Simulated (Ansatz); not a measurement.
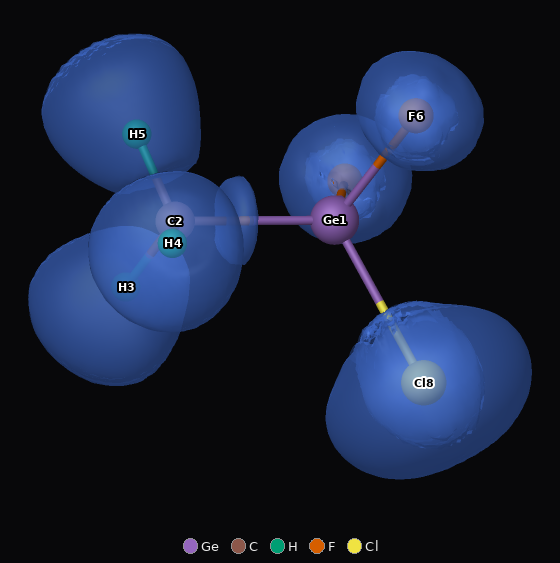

CH$_{3}$ClF$_{2}$Ge. Isosurface of the electron localisation function at 0.8 (blue), seen at a tilt. Core shells and regions of very low density are left out.

Level of theory: RKS PBE0-D4/def2-SVP (Ansatz 0.2.0).

Input

```
crystal:
  periodic: [false, false, false]
  atoms:
    - { symbol: Ge, position_ang: [0.0, 0.0, 0.0] }
    - { symbol: C, position_ang: [0.0, 0.0, 1.96] }
    - { symbol: H, position_ang: [-0.9996, -0.3092, 2.3305] }
    - { symbol: H, position_ang: [0.7676, -0.7111, 2.3305] }
    - { symbol: H, position_ang: [0.232, 1.0203, 2.3305] }
    - { symbol: F, position_ang: [1.5842, 0.0, -0.5594] }
    - { symbol: F, position_ang: [-0.7913, 1.3709, -0.5594] }
    - { symbol: Cl, position_ang: [-1.0456, -1.8115, -0.7393] }
basis:
  gaussian: { orbitals: def2-SVP }
hamiltonian:
  xc: pbe0
  dispersion: d4
relax:
  f_tol: 0.02
  max_steps: 40
output:
  orbitals: {}
```

Command:

```sh
ansatz run input.yaml --threads 4 --pin off --max-ram 5120MiB --backend cpu --events-out ev --progress --plain --runs-dir out
```

The fields are those of the run's last geometry, not of the input's.

### Describe the localisation domains.

The surface consists of one region between bonded C–Ge atoms (shared pairs), three regions around hydrogen nuclei, one region wrapped around Cl (its valence shell) and two regions wrapped around F (the valence shell of each).

Values along the shortest contacts:
Ge–F (1.72 Å): the ELF peaks at about 0.80 in the valence shell of F, 0.5 Å from its nucleus, and is about 0.25 at the midpoint. C–Ge (1.91 Å): the ELF peaks at about 0.90 in the valence shell of C, 0.6 Å from its nucleus, and is about 0.65 at the midpoint.
